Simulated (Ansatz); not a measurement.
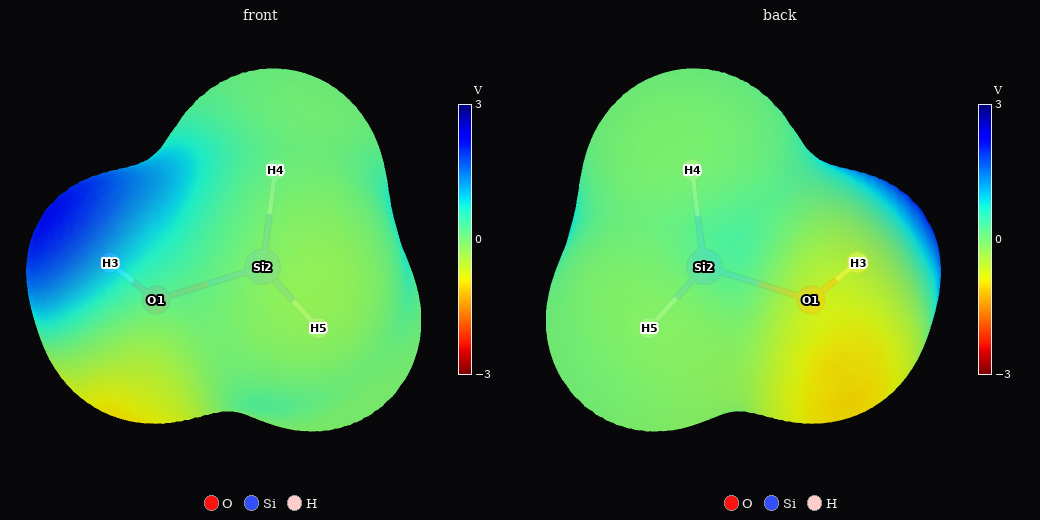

H$_{3}$OSi (SMILES O[SiH2]) (doublet). The electrostatic potential painted on the density surface at 0.001 e/bohr³, seen from the front and from behind; the colour scale runs from red (negative) to blue (positive).

Geometry: PBE0-D4/def2-TZVP.

Method: isolated molecule in a Gaussian basis; Kohn-Sham density functional theory, functional PBE0 in Ansatz 0.2.0.

```xyz
5

O     0.6203   -0.8744    0.7985
Si    1.1458   -0.0965   -0.5612
H     1.1935   -0.8526    1.5664
H     1.5499    1.3129   -0.2580
H    -0.0047   -0.1165   -1.5038
```

Describe the electrostatic potential map.

Answer. The most negative region (about −1.0 V) lies over O1, the most positive (about +2.2 V) over H3. O1 is the likeliest acceptor of a hydrogen bond.
